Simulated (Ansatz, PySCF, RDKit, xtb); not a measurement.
**Solving SiNH5Se, step by step**

Given the formula SiNH5Se and nothing else, which arrangement of the atoms is the most stable in the gas at 298.15 K, and what are its properties?

Plan: many cheap relaxations first (GFN2-xTB), then density-functional screening, relaxation at B3LYP/6-31G*, vibrations and a final energy. The numbers are computed, not measured.

5 further runs of the same task are left out: 1 for a known fault of the program, 4 set aside as unsound or not needed.

**1. Possible bonding patterns**

All bonding patterns within simple valence rules are listed by program: one Lewis structure each, at most two rings and one unusual centre or charged pair. O–O, O–halogen and N–halogen bonds and N–N–N chains are not drawn. That gives 9 candidates.

| label | SMILES | spin |
| --- | --- | --- |
| c055 | N[SiH-][SeH2+] | singlet |
| c290 | [SiH3]N[SeH] | singlet |
| c346 | [SiH2-][NH2+][SeH] | singlet |
| c347 | [NH3+][SiH-][SeH] | singlet |
| c626 | N[SeH]=[SiH2] | singlet |
| c656 | N=[SeH][SiH3] | singlet |
| c835 | N[Se][SiH3] | singlet |
| c851 | N[SiH2][SeH] | singlet |
| c988 | [SiH3][NH2+][Se-] | singlet |

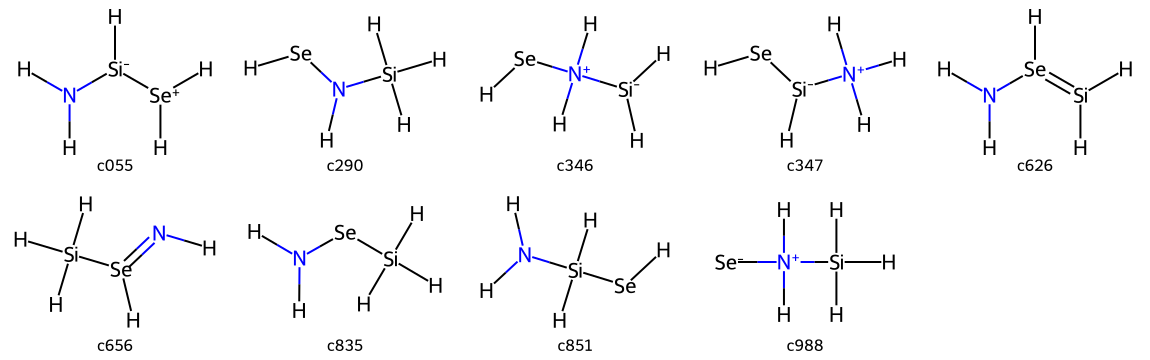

Structural formulas of the candidates.

Candidates are built by distance geometry, with a force field where one applies, in up to four conformers (letters a to d). 14 starts with atoms placed at random are added, to find patterns that the rules miss.

**2. Search with GFN2-xTB**

All 23 starts are relaxed the same way. One of them, c656a (enumerated, embedded by distance geometry and UFF), in full:

Input file start.xyz:

```xyz
8
c656a
N      0.022561     0.673236    -3.489066
Se     0.161626     1.793272    -2.271595
Si     0.611715     0.137864    -0.737127
H     -0.379170     0.933356    -4.387537
H     -1.293477     1.743876    -1.993655
H      0.506568     0.635000     0.613876
H      1.922344    -0.421726    -0.936302
H     -0.401705    -0.874624    -0.937510
```

Launch:

```sh
$ xtb start.xyz --gfn 2 --opt
```

What it wrote, shortened:

```text
* xtb version 6.7.1
[...]
          :  # basis functions                  29          :
[...]
          :  # electrons                        20          :
[...]
          :  Hamiltonian                  GFN2-xTB          :
[...]
          :  net charge                          0          :
          :  unpaired electrons                  0          :
[...]
   *** convergence criteria satisfied after 13 iterations ***
[...]
   *** GEOMETRY OPTIMIZATION CONVERGED AFTER 11 ITERATIONS ***
[...]
   *** convergence criteria satisfied after 3 iterations ***
[...]
         ::                     SUMMARY                     ::
         :::::::::::::::::::::::::::::::::::::::::::::::::::::
         :: total energy             -10.322984621031 Eh    ::
         :: gradient norm              0.000565104698 Eh/a0 ::
         :: HOMO-LUMO gap              3.199671053283 eV    ::
         ::.................................................::
         :: SCC energy               -10.386130818277 Eh    ::
         :: -> isotropic ES            0.034468754658 Eh    ::
         :: -> anisotropic ES         -0.002570345293 Eh    ::
         :: -> anisotropic XC          0.004596306171 Eh    ::
         :: -> dispersion             -0.004564416922 Eh    ::
         :: repulsion energy           0.063146197246 Eh    ::
         :: add. restraining           0.000000000000 Eh    ::
         :: total charge              -0.000000000000 e     ::
         :::::::::::::::::::::::::::::::::::::::::::::::::::::
[...]
        10        2.0000           -0.3625885              -9.8665 (HOMO)
        11                         -0.2450027              -6.6669 (LUMO)
[...]
     #   Z          covCN         q      C6AA      α(0)
     1   7          1.771    -0.349    29.890     8.096
     2  34          2.682    -0.222   243.290    27.179
     3  14          3.622     0.494    97.958    18.993
     4   1          0.880     0.147     1.418     1.864
     5   1          0.887     0.008     2.936     2.682
     6   1          0.918    -0.043     3.934     3.102
     7   1          0.918    -0.028     3.596     2.966
     8   1          0.919    -0.007     3.175     2.787
[...]
     #   Z sym  total        # sym  WBO       # sym  WBO       # sym  WBO
 ---------------------------------------------------------------------------
     1   7      3.029 --     2      1.945     4      0.927     5      0.116
     2  34      3.804 --     1      1.945     5      0.864     3      0.800
     3  14      3.490 --     6      0.878     7      0.874     8      0.873
                             2      0.800
     4   1      0.978 --     1      0.927
     5   1      1.000 --     2      0.864     1      0.116
     6   1      0.998 --     3      0.878
     7   1      0.999 --     3      0.874
     8   1      1.000 --     3      0.873
 ---------------------------------------------------------------------------
[...]
molecular dipole:
                 x           y           z       tot (Debye)
 q only:        0.374      -0.715       1.433
   full:        0.278       0.074       0.958       2.544
molecular quadrupole (traceless):
[...]
          | TOTAL ENERGY              -10.322984621031 Eh   |
          | GRADIENT NORM               0.000565104698 Eh/α |
          | HOMO-LUMO GAP               3.199671053283 eV   |
           -------------------------------------------------
[...]
```

It took 0.058 s on 1 thread of Arm Neoverse V1, shared host.

**3. What the search left**

23 of the 23 relaxations converged; 6 ended on a minimum already found. 17 distinct structures remain:

| label | start | SMILES after | spin | energy (kcal/mol) | note |
| --- | --- | --- | --- | --- | --- |
| c851a | drawn and random | N[SiH2][SeH] | singlet | 0.0 |  |
| c367 | random | N[Se][SiH3] | singlet | 19.5 |  |
| c835a | drawn and random | N[Se][SiH3] | singlet | 21.7 |  |
| c290a | drawn and random | [SiH3]N[SeH] | singlet | 22.6 |  |
| c988a | drawn | [SiH3][NH2][Se] ‡ | singlet | 29.1 |  |
| c710 | random | N=[SiH2].[SeH2] | singlet | 31.7 | fell apart |
| c039 | random | N=[SiH2].[SeH2] | singlet | 31.7 | fell apart |
| c745 | random | [H]/N=[SiH]\[SeH].[H][H] | singlet | 38.9 | fell apart |
| c347a | drawn | [NH3][SiH][SeH] ‡ | singlet | 40.2 |  |
| c040 | random and drawn | [NH2][SiH][SeH2] ‡ | singlet | 45.7 |  |
| c239 | random | [NH3].[SiH][SeH] ‡ | singlet | 48.3 | fell apart |
| c656a | drawn | N=[SeH][SiH3] | singlet | 55.7 |  |
| c655 | random | [NH2][SiH].[SeH2] ‡ | singlet | 60.0 | fell apart |
| c626a | drawn and random | [NH2][SeH][SiH2] ‡ | singlet | 68.6 |  |
| c274 | random | [H][H].[NH]1[SiH][SeH]1 ‡ | singlet | 79.5 | fell apart |
| c652 | random | [NH][SeH2][SiH2] ‡ | singlet | 88.7 |  |
| c362 | random | [NH2][SeH].[SiH2] ‡ | singlet | 90.7 | fell apart |

‡ marks the bonded skeleton alone, with all bonds drawn single: no Lewis structure was assigned that passes a check against the bond lengths.

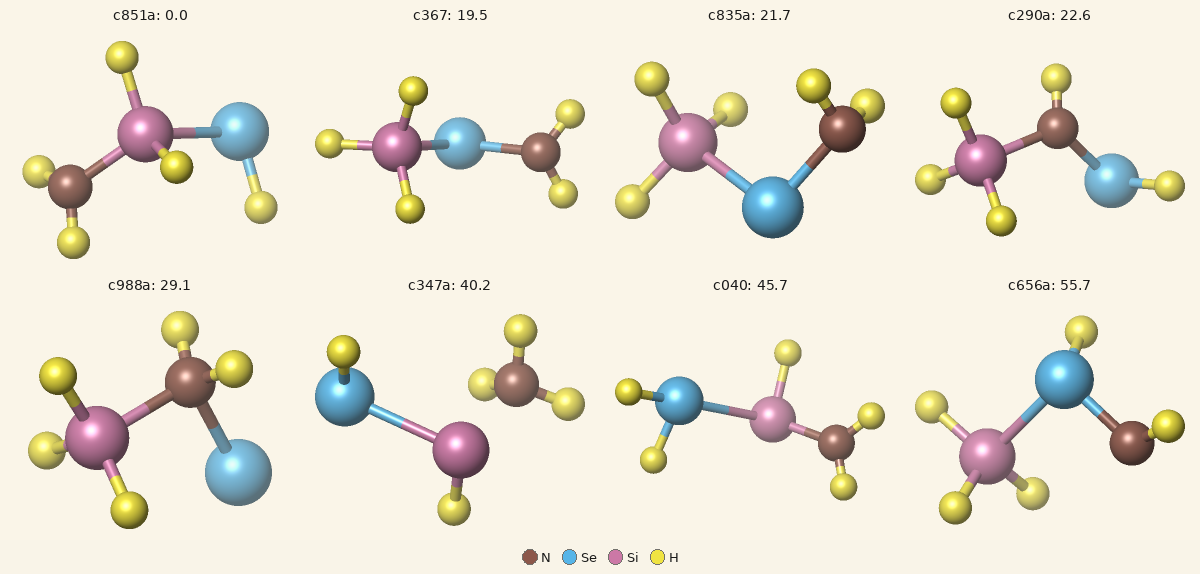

The 8 lowest minima that did not fall apart, with their GFN2-xTB energies in kcal/mol.

**4. Single points on the low minima**

A choice of the minima (the low ones first, few conformers of a pattern, up to a cap) and the lowest that fell apart get a single point at r2SCAN-D4/def2-SVP on the tight-binding geometry, and one at HF/STO-3G for comparison. The lowest singlets are also tried as triplets at the same geometry (label ending in t). The first, c851a:

Input file input.yaml:

```yaml
basis:
  gaussian: {orbitals: def2-SVP}
crystal:
  periodic: [false, false, false]
  atoms:
    - {symbol: N, position_ang: [0.037718, 1.258653, -2.928955]}
    - {symbol: Se, position_ang: [-0.074634, -1.243587, -0.598810]}
    - {symbol: Si, position_ang: [0.706790, 0.783299, -1.422476]}
    - {symbol: H, position_ang: [0.230607, 0.705735, -3.749153]}
    - {symbol: H, position_ang: [-0.904582, 1.612969, -2.969446]}
    - {symbol: H, position_ang: [0.322718, 1.799444, -0.455008]}
    - {symbol: H, position_ang: [2.122650, 0.524530, -1.617785]}
    - {symbol: H, position_ang: [-1.412939, -0.799892, -0.343659]}
scf: {lower_state_search: "off"}
hamiltonian: {xc: r2scan, dispersion: d4}
```

Launch:

```sh
$ ansatz run input.yaml --threads 1 --pin off --max-ram 2610MiB --events-out events.jsonl --progress --plain --runs-dir runs
```

What it wrote, shortened:

```text
Warning: RAYON_NUM_THREADS=1 ignored (pool sized by the plan → 1); use --threads N
Functional definition: r2SCAN
  name "r2SCAN"
[...]
1004 factors; their error is unknown
[...]
mean field -74786.64508713 eV, -2748.3585147433 hartree, gradient 7.8e-6 eV, S^2 0.000000; 0 other end points of the search recorded, 0 dependent functions left out
reference -74786.64509619 eV, -2748.3585150763 hartree; 30, 30 occupied and 59, 59 virtual orbitals, 1004 factors
Total energy: -74786.68212223 eV, -2748.3598757580 hartree
Checks for a lower state left out: stability, starts, cluster_reference, orbital_swaps, neighbouring_geometries, increment
```

Wall time 2.7 s (1 thread of Arm Neoverse V1, shared host).

Relative energies in kcal/mol, each column from its lowest structure that stays in one piece:

| label | SMILES | spin | GFN2-xTB | HF/STO-3G | r2SCAN-D4/def2-SVP |
| --- | --- | --- | --- | --- | --- |
| c851a | N[SiH2][SeH] | singlet | 0.0 | 0.0 | 0.0 |
| c367 | N[Se][SiH3] | singlet | 19.5 | 20.1 | 35.1 |
| c835a | N[Se][SiH3] | singlet | 21.7 | 24.9 | 36.2 |
| c290a | [SiH3]N[SeH] | singlet | 22.6 | 30.9 | 38.9 |
| c710 | N=[SiH2].[SeH2] | singlet | 31.7 | 107.2 | 66.6 |
| c851at | N[SiH2][SeH] | triplet | – | – | 124.5 |
| c367t | N[Se][SiH3] | triplet | – | – | 127.9 |

**5. Relaxing the best candidates**

3 candidates are relaxed at B3LYP/6-31G* (chosen among the lowest in one piece). The first, c851a:

Input file input.yaml:

```yaml
basis:
  gaussian:
    orbitals: 6-31G_st_-spherical.json
crystal:
  periodic: [false, false, false]
  atoms:
    - {symbol: "N", position_ang: [0.037718, 1.258653, -2.928955]}
    - {symbol: Se, position_ang: [-0.074634, -1.243587, -0.598810]}
    - {symbol: Si, position_ang: [0.706790, 0.783299, -1.422476]}
    - {symbol: H, position_ang: [0.230607, 0.705735, -3.749153]}
    - {symbol: H, position_ang: [-0.904582, 1.612969, -2.969446]}
    - {symbol: H, position_ang: [0.322718, 1.799444, -0.455008]}
    - {symbol: H, position_ang: [2.122650, 0.524530, -1.617785]}
    - {symbol: H, position_ang: [-1.412939, -0.799892, -0.343659]}
hamiltonian:
  xc: {name: B3LYP}
scf:
  lower_state_search: off
relax:
  f_tol: 0.003
```

The basis set 6-31G* is read from a file made from the Basis Set Exchange's data (not shown).

Launch:

```sh
$ ansatz run input.yaml --threads 1 --pin off --max-ram 2610MiB --events-out events.jsonl --progress --plain --runs-dir runs
```

What it wrote, shortened:

```text
Warning: RAYON_NUM_THREADS=1 ignored (pool sized by the plan → 1); use --threads N
[...]
Functional definition: B3LYP
  name "B3LYP"
[...]
844 factors; integrals over basis functions are off by at most 6.1e-4 eV
[...]
mean field -74792.70564962 eV, -2748.5812363067 hartree, gradient 4.1e-6 eV, S^2 0.000000; 0 other end points of the search recorded, 0 dependent functions left out
[...]
reference -74792.70587967 eV, -2748.5812447608 hartree; 30, 30 occupied and 44, 44 virtual orbitals, 844 factors
relax step   1: F+E_penalty+E_count = -74792.70564962 eV  Δ(F+E_penalty+E_count) = +0.000e0 eV  max|allowed force component| = 1.226e0 eV/Å  Δτ_max = 0.0000 Å  (14 SCF iters, accepted)
[...]
relax step   7: F+E_penalty+E_count = -74792.78838378 eV  Δ(F+E_penalty+E_count) = -1.608e-4 eV  max|allowed force component| = 3.626e-3 eV/Å  Δτ_max = 0.0087 Å  (13 SCF iters, accepted)
[...]
Total energy: -74792.78861907 eV, -2748.5842853779 hartree
Atom 0 at     0.045050     1.275173    -2.963692 Å, force    -0.000499     0.000319    -0.000192 eV/Å
Atom 1 at    -0.040005    -1.293646    -0.569082 Å, force     0.001255    -0.001292     0.000181 eV/Å
Atom 2 at     0.662972     0.742878    -1.438184 Å, force     0.000348     0.000625    -0.000265 eV/Å
Atom 3 at     0.211226     0.712758    -3.791268 Å, force     0.000160     0.000006     0.000289 eV/Å
Atom 4 at    -0.880527     1.687752    -2.998387 Å, force     0.000087    -0.000319     0.000061 eV/Å
Atom 5 at     0.323647     1.812646    -0.468840 Å, force     0.000150     0.000088     0.000032 eV/Å
Atom 6 at     2.123936     0.529429    -1.569961 Å, force    -0.000156    -0.000118    -0.000006 eV/Å
Atom 7 at    -1.417971    -0.825839    -0.285878 Å, force    -0.001345     0.000691    -0.000101 eV/Å
Dipole moment:    -0.260667     0.225879    -0.302478 e Å
Checks for a lower state left out: stability, starts, cluster_reference, orbital_swaps, neighbouring_geometries, increment
```

Wall time 23 s (1 thread of Arm Neoverse V1, shared host).

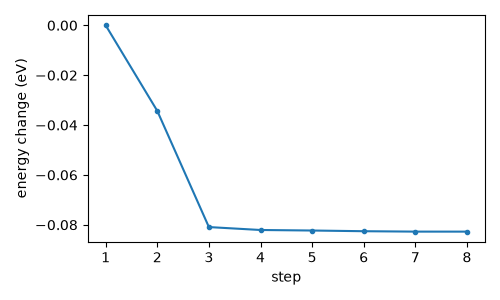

Energy along the run, all evaluated steps.

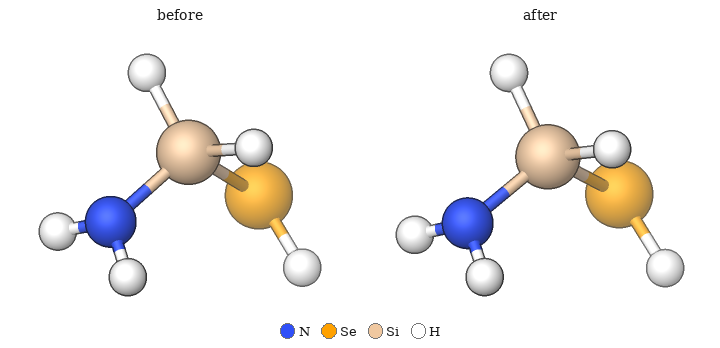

Before and after, at one scale.

After the run. Bond lengths: N1–Si3 1.730 Å, Se2–Si3 2.323 Å, N1–H4 1.014 Å, N1–H5 1.014 Å, Si3–H6 1.483 Å, Si3–H7 1.482 Å, Se2–H8 1.483 Å. Angles: N1–Si3–Se2 119.4°, N1–Si3–H6 105.8°, N1–Si3–H7 108.5°, Se2–Si3–H6 108.6°, Se2–Si3–H7 101.8°, Si3–N1–H4 119.4°, Si3–N1–H5 118.8°, Si3–Se2–H8 94.4°, H6–Si3–H7 112.8°, H4–N1–H5 110.3°.

**6. After refinement**

| label | spin | r2SCAN-D4/def2-SVP (kcal/mol) | B3LYP/6-31G*, relaxed (kcal/mol) | time |
| --- | --- | --- | --- | --- |
| c851a | singlet | 0.0 | 0.0 | 23 s |
| c367 | singlet | 35.1 | 32.5 | 25 s |
| c835a | singlet | 36.2 | 33.8 | 23 s |

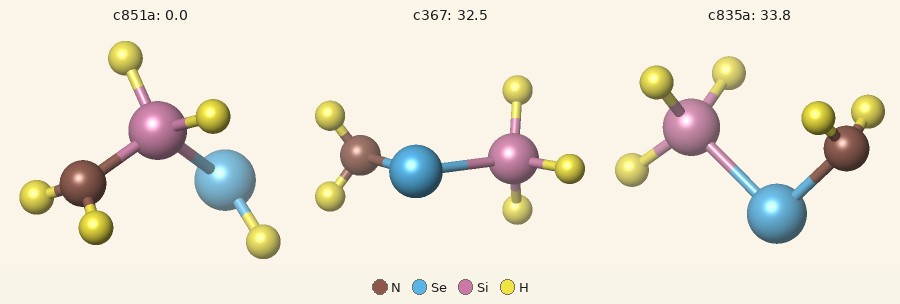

The relaxed structures, with energies at B3LYP/6-31G* in kcal/mol.

**7. Are they minima? Harmonic frequencies**

The lowest few in one piece go on as finalists. Harmonic vibrations at B3LYP/6-31G* test each finalist and give the zero-point energy and the thermal terms. The first, c851a:

Input file input.yaml:

```yaml
crystal:
  periodic: [false, false, false]
  atoms:
    - symbol: "N"
      position_ang: [0.045050, 1.275173, -2.963692]
    - symbol: Se
      position_ang: [-0.040005, -1.293646, -0.569082]
    - symbol: Si
      position_ang: [0.662972, 0.742878, -1.438184]
    - symbol: H
      position_ang: [0.211226, 0.712758, -3.791268]
    - symbol: H
      position_ang: [-0.880527, 1.687752, -2.998387]
    - symbol: H
      position_ang: [0.323647, 1.812646, -0.468840]
    - symbol: H
      position_ang: [2.123936, 0.529429, -1.569961]
    - symbol: H
      position_ang: [-1.417971, -0.825839, -0.285878]
basis:
  gaussian: {orbitals: 6-31G_st_-spherical.json}
hamiltonian: {xc: {name: B3LYP}}
scf: {lower_state_search: off}
phonons: {}
```

The basis set 6-31G* is read from a file made from the Basis Set Exchange's data (not shown).

Launch:

```sh
$ ansatz run input.yaml --threads 1 --pin off --max-ram 2610MiB --events-out events.jsonl --progress --plain --runs-dir runs
```

What it wrote, shortened:

```text
Warning: RAYON_NUM_THREADS=1 ignored (pool sized by the plan → 1); use --threads N
Functional definition: B3LYP
  name "B3LYP"
[...]
844 factors; integrals over basis functions are off by at most 6.7e-4 eV
[...]
mean field -74792.78838644 eV, -2748.5842768290 hartree, gradient 4.4e-6 eV, S^2 0.000000; 0 other end points of the search recorded, 0 dependent functions left out
[...]
reference -74792.78861713 eV, -2748.5842853067 hartree; 30, 30 occupied and 44, 44 virtual orbitals, 844 factors
[...]
844 factors; integrals over basis functions are off by at most 6.7e-4 eV
mean field -74792.78823647 eV, -2748.5842713176 hartree, gradient 1.7e-6 eV, S^2 0.000000; 0 other end points of the search recorded, 0 dependent functions left out
[...]
reference -74792.78846711 eV, -2748.5842797934 hartree; 30, 30 occupied and 44, 44 virtual orbitals, 844 factors
[...]
Atom 1 at    -0.040005    -1.293646    -0.569082 Å, force     0.001273    -0.001337     0.000188 eV/Å
Atom 2 at     0.662972     0.742878    -1.438184 Å, force     0.000313     0.000664    -0.000250 eV/Å
Atom 3 at     0.211226     0.712758    -3.791268 Å, force     0.000166     0.000016     0.000310 eV/Å
Atom 4 at    -0.880527     1.687752    -2.998387 Å, force     0.000099    -0.000318     0.000066 eV/Å
Atom 5 at     0.323647     1.812646    -0.468840 Å, force     0.000159     0.000076     0.000030 eV/Å
Atom 6 at     2.123936     0.529429    -1.569961 Å, force    -0.000139    -0.000120    -0.000010 eV/Å
Atom 7 at    -1.417971    -0.825839    -0.285878 Å, force    -0.001355     0.000714    -0.000104 eV/Å
Dipole moment:    -0.260667     0.225879    -0.302479 e Å
Vibrations: 148.60 205.58 264.28 365.65 450.51 493.40 647.97 787.82 843.16 896.02 912.40 944.26 1628.36 2263.53 2281.57 2394.70 3548.49 3640.38 cm⁻¹, zero-point energy 1.408256 eV
Checks for a lower state left out: stability, starts, cluster_reference, orbital_swaps, neighbouring_geometries, increment
```

Run time: 2 min. Hardware: 1 thread of Arm Neoverse V1, shared host.

**8. Zero-point energy and free-energy terms**

At 298.15 K and 1 atm, ideal gas, rigid rotor and harmonic oscillator:

| label | SMILES | spin | point group | lowest mode (cm⁻¹) | zero-point (kcal/mol) | G − E (kcal/mol) |
| --- | --- | --- | --- | --- | --- | --- |
| c851a | N[SiH2][SeH] | singlet | C1 | 149 | 32.5 | 13.5 |
| c367 | N[Se][SiH3] | singlet | Cs | 139 | 32.8 | 14.2 |
| c835a | N[Se][SiH3] | singlet | Cs | 124 | 32.7 | 14.1 |

Chiral structures get −RT ln 2 for their mirror image.

**9. The final energy**

Single points at CCSD(T)/def2-TZVP on the refined geometries decide the order.

c851a, CCSD(T)/def2-TZVP:

Input file input.yaml:

```yaml
crystal:
  periodic: [false, false, false]
  atoms:
    - {symbol: "N", position_ang: [0.045050, 1.275173, -2.963692]}
    - {symbol: Se, position_ang: [-0.040005, -1.293646, -0.569082]}
    - {symbol: Si, position_ang: [0.662972, 0.742878, -1.438184]}
    - {symbol: H, position_ang: [0.211226, 0.712758, -3.791268]}
    - {symbol: H, position_ang: [-0.880527, 1.687752, -2.998387]}
    - {symbol: H, position_ang: [0.323647, 1.812646, -0.468840]}
    - {symbol: H, position_ang: [2.123936, 0.529429, -1.569961]}
    - {symbol: H, position_ang: [-1.417971, -0.825839, -0.285878]}
basis:
  gaussian:
    orbitals: def2-TZVP
total_charge: 0
correlation:
  method: ccsd_t
  frozen_orbitals: {"N": 1, Se: 9, H: 0, Si: 5}
```

Launch:

```sh
$ ansatz run input.yaml --threads 1 --pin off --max-ram 2610MiB --events-out events.jsonl --progress --plain --runs-dir runs
```

What it wrote, shortened:

```text
Warning: RAYON_NUM_THREADS=1 ignored (pool sized by the plan → 1); use --threads N
Functional definition: HF
  name "HF"
[...]
994 factors; integrals over basis functions are off by at most 1.2e-3 eV
[...]
mean field -74728.69917209 eV, -2746.2290416426 hartree, gradient 2.4e-6 eV, S^2 0.000000; 0 other end points of the search recorded, 0 dependent functions left out
15 core orbitals not correlated: weight in the atoms' cores, before any rotation towards them, 1.000 or more for the frozen orbitals, at most 0.000 for the correlated occupied ones
reference -74728.69917209 eV, -2746.2290416426 hartree; 15, 15 occupied and 116, 116 virtual orbitals, 994 factors
second order -16.36343799 eV of doubles, -0.00000000 eV of singles
cycle   1  -16.78090235 eV  change   -4.2e-1 eV  update   8.5e-2
[...]
cycle   9  -17.28474627 eV  change   -2.6e-6 eV  update   1.5e-5
perturbative correction -0.62389780 eV, -0.0229278212 hartree
Total energy: -74746.60781616 eV, -2746.8871721733 hartree
```

Wall time 49 s (1 thread of Arm Neoverse V1, shared host); peak memory 0.92 GiB.

**10. c367 at CCSD(T)/def2-TZVP**

Input file input.yaml:

```yaml
crystal:
  periodic: [false, false, false]
  atoms:
    - {symbol: N, position_ang: [-1.621259, 0.109155, -0.583954]}
    - {symbol: Se, position_ang: [-0.164665, -1.129437, -0.805384]}
    - {symbol: Si, position_ang: [1.169636, 0.034774, 0.663785]}
    - {symbol: H, position_ang: [-1.840659, 0.458994, -1.515958]}
    - {symbol: H, position_ang: [1.407127, 1.419538, 0.182679]}
    - {symbol: H, position_ang: [0.555942, 0.084129, 2.015227]}
    - {symbol: H, position_ang: [2.461959, -0.702284, 0.727104]}
    - {symbol: H, position_ang: [-2.420621, -0.444059, -0.277241]}
basis:
  gaussian:
    orbitals: def2-TZVP
correlation:
  method: ccsd_t
  frozen_orbitals: {"N": 1, Se: 9, H: 0, Si: 5}
```

Launch:

```sh
$ ansatz run input.yaml --threads 1 --pin off --max-ram 2610MiB --events-out events.jsonl --progress --plain --runs-dir runs
```

What it wrote, shortened:

```text
Warning: RAYON_NUM_THREADS=1 ignored (pool sized by the plan → 1); use --threads N
Functional definition: HF
  name "HF"
[...]
997 factors; integrals over basis functions are off by at most 1.0e-3 eV
[...]
mean field -74727.03434542 eV, -2746.1678603912 hartree, gradient 3.2e-6 eV, S^2 0.000000; 0 other end points of the search recorded, 0 dependent functions left out
15 core orbitals not correlated: weight in the atoms' cores, before any rotation towards them, 1.000 or more for the frozen orbitals, at most 0.000 for the correlated occupied ones
reference -74727.03434542 eV, -2746.1678603912 hartree; 15, 15 occupied and 116, 116 virtual orbitals, 997 factors
second order -16.43529935 eV of doubles, -0.00000000 eV of singles
cycle   1  -16.81992427 eV  change   -3.8e-1 eV  update   9.3e-2
[...]
cycle  10  -17.39410552 eV  change    2.4e-5 eV  update   1.9e-5
perturbative correction -0.65836730 eV, -0.0241945522 hartree
Total energy: -74745.08681825 eV, -2746.8312765310 hartree
```

It took 50 s on 1 thread of Arm Neoverse V1, shared host; peak memory 0.93 GiB.

[end of part 1 of 2]
